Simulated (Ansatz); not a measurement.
**GaPHS (doublet): wave-function methods side by side at a displaced geometry (v2), cc-pVDZ**

How much of the correlation energy of GaPHS (doublet) does each wave-function method recover here?

Computed with Ansatz 0.2.0, Gaussian basis. Level: cc-pVDZ, core rule «outside noble gas», up to 24 orbitals frozen.

The runs, in order: UHF; CCSD(T) on ROHF; CCSD(T) on UHF; BCCD(T) on ROHF; CISD; CCSDT(Q) on ROHF; CCSDT(Q) on UHF.

30 further runs of the same task are left out: 3 for a known fault of the program, 10 that didn't finish, 17 set aside as unsound or not needed.

### Step 1. The geometry

The geometry is a PBE0/def2-TZVP stationary point (not a proven minimum) with its atoms shifted at random (size 0.100 Å). No spin-orbit coupling is included. The filled d shell of Ga may be among the frozen orbitals whatever the setting's name suggests; the logs give the count.

4 atoms, charge 0, spin multiplicity 2.

Atoms are counted from 1 here; the program's logs count them from 0.

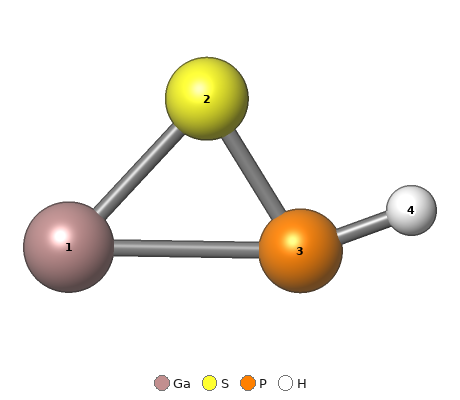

The structure; gallium pink, sulfur yellow, phosphorus orange, hydrogen white; atoms are numbered from 1 in the order of the file.

### Step 2. UHF

Input file in.yaml:

```yaml
crystal:
  periodic: [false, false, false]
  atoms:
    - {symbol: Ga, position_ang: [0.059994, -0.131287, 1.117054]}
    - {symbol: S, position_ang: [-0.104880, 1.144664, -0.888885]}
    - {symbol: P, position_ang: [-0.028259, -0.866159, -1.500354]}
    - {symbol: H, position_ang: [0.054849, -0.716030, -2.887747]}
basis:
  gaussian: {orbitals: cc-pVDZ}
magnetization: {spin_polarized: true, initial_magnetization: 1}
hamiltonian: {xc: hf}
output: {orbitals: {seedname: orbitals}}
```

Launch:

```sh
$ ansatz run in.yaml --threads 1 --pin off --events-out ev --progress --plain --max-ram 2393MiB
```

Further steps of the session: CCSD(T) on ROHF; CCSD(T) on UHF; BCCD(T) on ROHF; CISD; CCSDT(Q) on ROHF; CCSDT(Q) on UHF.

Before running them: what should the planned runs give, taken together? Wanted: UCCSDT(Q) below the RHF energy; RMP2 from UCCSDT(Q); UMP2 from UCCSDT(Q); RCCSD from UCCSDT(Q); RCCSD(T) from UCCSDT(Q); UCCSD(T) from UCCSDT(Q); RCCSDT(Q) from UCCSDT(Q); T1 diagnostic.

The runs gave:

| quantity | value |
| --- | --- |
| UCCSDT(Q) below the RHF energy | -9.1779 eV |
| RMP2 from UCCSDT(Q) | +1422.3 meV |
| UMP2 from UCCSDT(Q) | +1446.9 meV |
| RCCSD from UCCSDT(Q) | +407.9 meV |
| RCCSD(T) from UCCSDT(Q) | +65.0 meV |
| UCCSD(T) from UCCSDT(Q) | +65.7 meV |
| RCCSDT(Q) from UCCSDT(Q) | +3.0 meV |
| levels within 1 kcal/mol (43 meV) | RCCSDT, UCCSDT, RCCSDT(Q) |
| T1 diagnostic | 0.027 |

In words: RCCSD(T) misses by +65.0 meV, 0.7 % of the correlation energy. These misses are within one basis, not against nature; the frozen cores of restricted and unrestricted runs differ, which can shift their rows.
